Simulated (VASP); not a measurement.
Band structure of WS2 (space group R3m). All values below come from LDA (Ceperley-Alder, Perdew-Zunger), VASP's LDA PAW potentials (set 64) (plane waves; VASP 6.6.1).

Unless said otherwise, spin-orbit coupling is left out, though it shifts the bands of the heavy elements here.

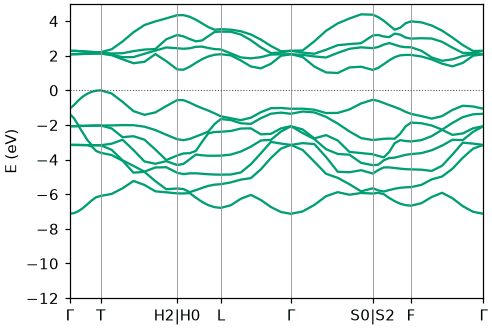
*Bands along high-symmetry lines, zero at the valence-band maximum or, without a gap, the Fermi level*

Task: Read the plot: is there a gap, and where are the band edges?

Result: The gap is indirect, 0.98 eV, from the valence maximum at T to the conduction minimum at (-0.17, 0.17, 0.00).

The structure was generated: WS2 was put into an ordered model structure, which need not be its known phase. The cell was not relaxed at this level.
